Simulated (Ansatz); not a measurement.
Map of one atom of the cell for GaP (zinc blende)

Starting cell, GaP (zinc blende):

```yaml
crystal:
  lattice:
    - [0.00000, 2.72569, 2.72569]
    - [2.72569, 0.00000, 2.72569]
    - [2.72569, 2.72569, 0.00000]
  atoms:
    - { symbol: P, position: [0.75000, 0.75000, 0.75000] }
    - { symbol: Ga, position: [0.00000, 0.00000, 0.00000] }
```

In this cell atom 2 (Ga, nearest neighbour P at 2.361 Å; its periodic images, 3.9 Å or more away, move with it) is moved by u·(0.707, 0.707, 0.000) + v·(0.000, 0.000, 1.000); the rest is frozen.

These are r2SCAN (plane waves to 500 eV, PAW, scalar-relativistic; Ansatz, a program for electronic structure) values and carry that method's errors. k mesh 8×8×8 (Γ-centred), Fermi-Dirac smearing 0.05 eV. The energy includes the smearing's −TS. Points where atoms come too close for the PAW data are left out (x in tables, blank in figures). As the smearing reaches across the gap at some points, energies and forces of such displacements shift with the k mesh and the smearing. Fu and Fv are the components of the force on the atom. GaP was relaxed with its symmetry unable to fall. ΔE is measured from the undisplaced structure. Axes are in Å.

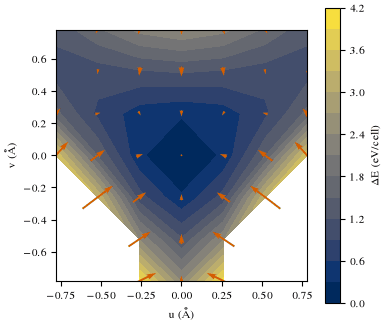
Fig. 1. ΔE (eV/cell) over the plane, with arrows for the in-plane force on the moved atom.

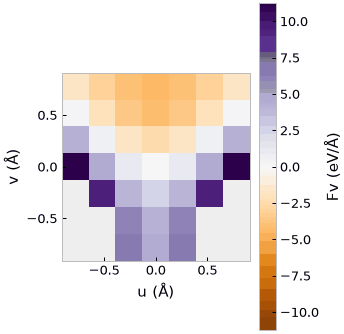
Fig. 1. Fv (eV/Å) over the 7×7 grid of computed points.

Lowest place on the grid: u = 0.000 Å, v = 0.000 Å (0 meV/cell).

(A displaced cell: forces are minus the slopes of the energy, force constants its curvatures, and phonons follow from these.)
